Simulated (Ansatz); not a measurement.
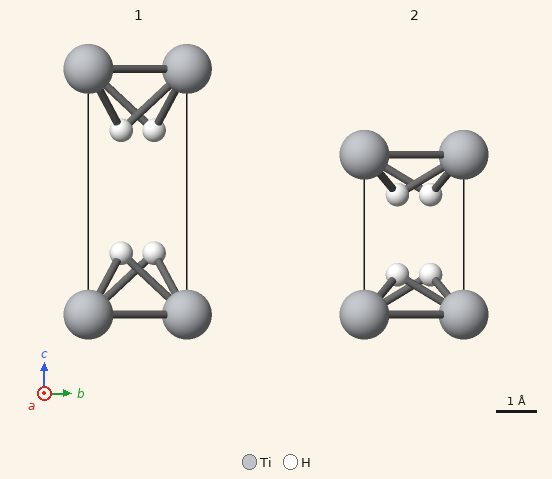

Two geometries of a crystal of TiH4 (a generated structure, set up in P6/mmm) (coarse preliminary run), drawn at one scale. One is the start of a relaxation, the other its converged end. The picture is a ball-and-stick view of the cell of the calculation, seen along the a axis.

Theory: DFT PBE, scalar-relativistic, plane waves, PAW in Ansatz. Settings: plane-wave cutoff 420 eV; k-point mesh 6 × 6 × 4; occupations gaussian; smearing width 0.1 eV; no spin polarisation; cell and atoms relaxed; force threshold 0.04 eV/Å; at most 70 steps.

Question: Which one is relaxed?

Answer: Structure 2 is the relaxed one. No atom moves by more than 0.005 Å relative to the cell. The drawn cell changes as follows: a = b 2.905 → 2.924 Å (+0.7 %), c 6.275 → 4.083 Å (−34.9 %); the volume changes by −34.1 %. Some distances before and after: H–Ti 2.297 → 1.972 Å, Ti–Ti 2.905 → 2.924 Å. Among the angles between lasting bonds that change: Ti–H–Ti 78.5° → 95.7°. The space group stays P6/mmm (No. 191). Over 9 accepted moves (11 points after the start) the energy falls by 348 meV per atom. The largest force component goes from 1.2 to 0.011 eV/Å. Pressure: −16.15 GPa at the start and 0.02 GPa at the end. The line search rejected the trial step at point 9 of the run. The SCF was repeated once at an unchanged geometry on a basis and grid sized afresh for the cell, which shifted the energy by 1.3 meV per atom at most. Cost: 14 s on 1 thread of Arm Neoverse V1, on a shared host, peak memory 0.29 GiB.
